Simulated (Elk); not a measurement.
Band structure of YSb (Fm-3m, 2 atoms in the cell).

```yaml
crystal:
  lattice:
    - [0.00000, 3.10579, 3.10579]
    - [3.10579, 0.00000, 3.10579]
    - [3.10579, 3.10579, 0.00000]
  atoms:
    - { symbol: Y, position: [0.50000, 0.50000, 0.50000] }
    - { symbol: Sb, position: [0.00000, 0.00000, 0.00000] }
```

Method: Elk with LDA (PW92), all-electron FP-LAPW, Elk's shipped species files, LAPW+lo basis.

Settings: xctype = 3; rgkmax = 7.5; stype = 3; swidth = 0.00367493 Ha; ngridk = 12 12 12; gmaxvr = 16 1/bohr; nxoapwlo = 1.

The starting cell comes from a database of computed structures (which also holds hypothetical and non-ambient phases and stackings), without a prior relaxation at this level. Spin-orbit coupling is off. Values depend on the basis (sphere radii, cutoffs, local orbitals), which need not be converged.

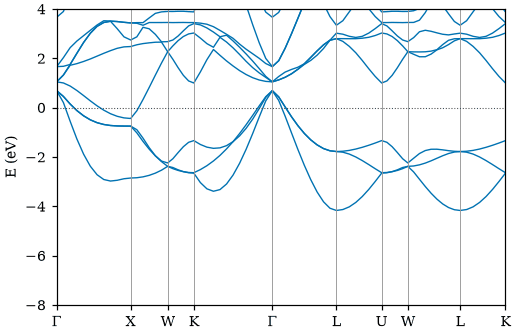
Fig. 1. Bands along the path, energies from the Fermi level.

Levels in eV from the Fermi level, bands 10 to 17:
| point | 10 | 11 | 12 | 13 | 14 | 15 | 16 | 17 |
|---|---|---|---|---|---|---|---|---|
| Γ | -9.88 | 0.69 | 0.69 | 0.69 | 1.05 | 1.05 | 1.05 | 1.66 |
| X | -8.77 | -2.85 | -0.75 | -0.75 | -0.44 | 2.48 | 2.74 | 3.44 |
| W | -8.57 | -2.38 | -2.38 | -2.24 | 2.27 | 2.27 | 2.68 | 3.45 |
| K | -8.60 | -2.65 | -2.64 | -1.34 | 1.00 | 3.03 | 3.41 | 3.45 |
| L | -8.48 | -4.17 | -1.78 | -1.78 | 2.80 | 2.80 | 3.02 | 3.34 |
| U | -8.60 | -2.65 | -2.64 | -1.34 | 1.00 | 3.03 | 3.41 | 3.45 |

Bands cross the Fermi level along this path, so the cell is metallic at this level.
